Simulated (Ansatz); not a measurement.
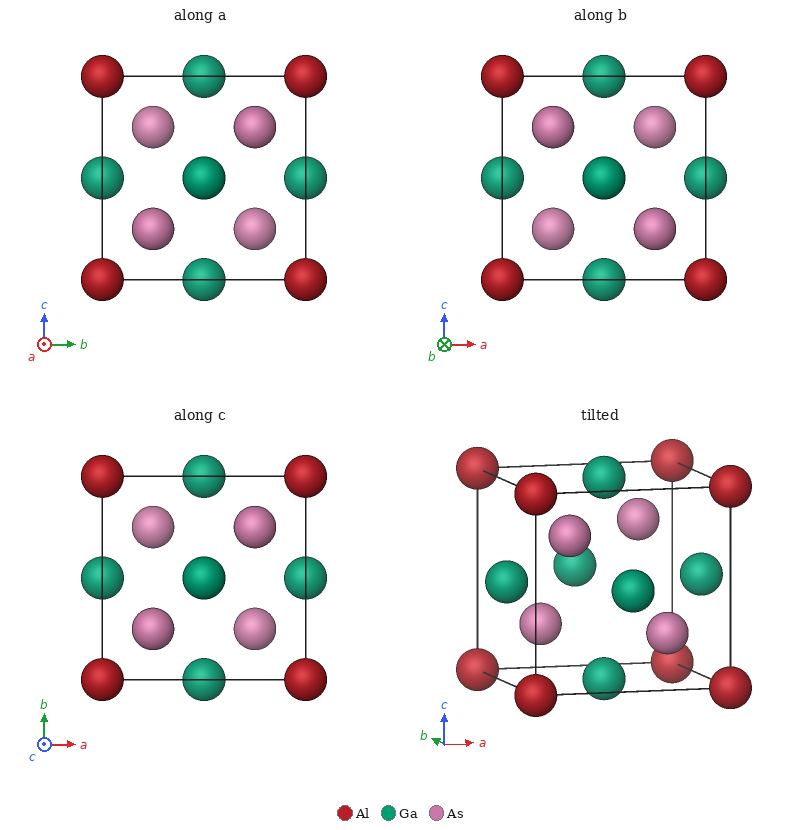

Structure drawing (spheres-only), viewed along the a axis, along the b axis, along the c axis and slightly off an axis. Atoms at the boundary of the conventional unit cell (the box) are drawn once for each face, edge or corner they touch.

Lattice parameters: a = 5.740 Å, b = 5.740 Å, c = 5.740 Å, α = 90.00°, β = 90.00°, γ = 90.00°.

Convert the drawing into a table of Wyckoff sites.

Answer. Space group P-43m (No. 215).
```csv
atom,site,x,y,z
Al,1a,0.0000,0.0000,0.0000
Ga,3c,0.0000,0.5000,0.5000
As,4e,0.2493,0.7507,0.2493
```

It goes back to a structure type filled with these elements by a generator (whether the compound takes this form wasn't checked). Atoms and cell were optimised with DFT PBE, scalar-relativistic, plane waves, PAW in Ansatz 0.2.0.
